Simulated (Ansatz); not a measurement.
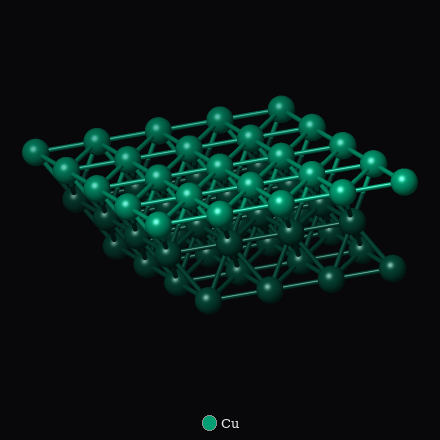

The system is N on a Cu(111) slab cut from the Fm-3m phase, its upper half relaxed before the scan (12 atoms of substrate and one adsorbate in a 2 × 2 cell); the picture shows it without the atoms that are moved over the map. N is moved over the surface cell; relaxed at each place: the height of the adsorbate's atoms; substrate rigid; the origin of the map has the adsorbate above Cu9. Places are given modulo a cell vector. The map is drawn in real space over the plane of the surface. The grid has 6 × 6 points; 10 points were computed and 26 follow by symmetry. Places are given in fractions of the 1 × 1 surface cell. Energies are in eV, from the lowest grid point. The calculation used DFT PBE, scalar-relativistic, plane waves, PAW (Ansatz). Settings: cutoff 420 eV, k-mesh 6×6×1, gaussian smearing 0.1 eV, no spin polarisation.

Range: position of N13 along the first surface vector from 0.000 to 0.833; position of N13 along the second surface vector from 0.000 to 0.833.

**Predict the map.**

The lowest grid point is at a threefold hollow over a third-layer Cu atom, (4/6, 2/6) of the cell vectors. There is a further well near a threefold hollow over a second-layer Cu atom, (2/6, 4/6) of the cell vectors (0.12 eV above the lowest at that grid point). The highest grid point, the top site over a surface Cu atom, (0/6, 0/6) of the cell vectors, lies 2.31 eV above the lowest. On the interpolated surface the easiest way out of the lowest well to the well at a threefold hollow over a second-layer Cu atom, (2/6, 4/6) of the cell vectors passes a barrier of about 0.64 eV. At the lowest point the adsorbate has 3 Cu at 1.83 Å as nearest neighbours, at the highest 1 Cu at 1.69 Å. Its relaxed height above the top atom is 1.07 Å at the lowest and 1.69 Å at the highest point.

```csv
"second ↓, first →",0/6,1/6,2/6,3/6,4/6,5/6
5/6,2.13,1.73,0.77,0.77,1.73,2.13
4/6,1.48,0.77,0.12,0.77,1.48,1.69
3/6,0.63,0.77,0.77,0.63,0.70,0.70
2/6,1.48,1.73,1.48,0.70,0.00,0.70
1/6,2.13,2.13,1.69,0.70,0.70,1.69
0/6,2.31,2.13,1.48,0.63,1.48,2.13
```

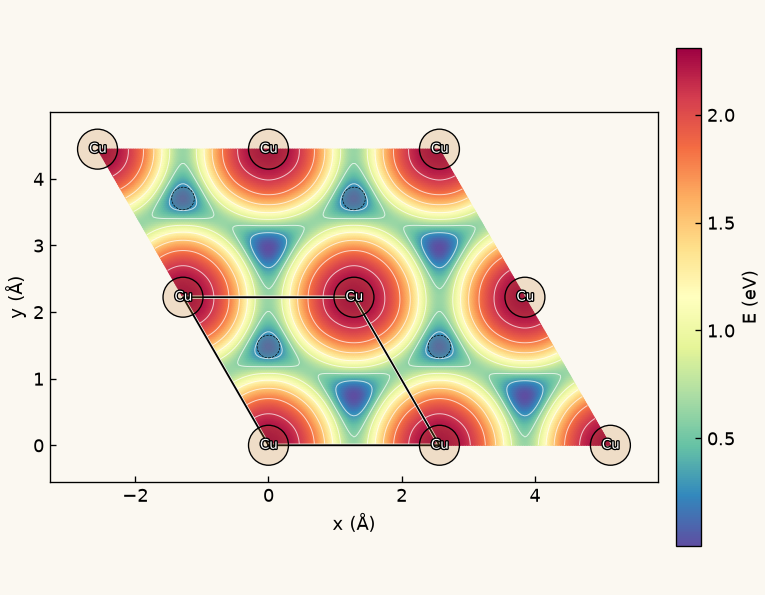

Drawn: a smooth colour map with a few white contour lines, labelled circles for the atoms of the top layer and small ones for the second layer, the outline of one cell of the 2 × 2 shown. Between grid points the surface is interpolated.

The whole map (10 points run) took 20 min on 4 threads of Arm Neoverse V1 (shared host).
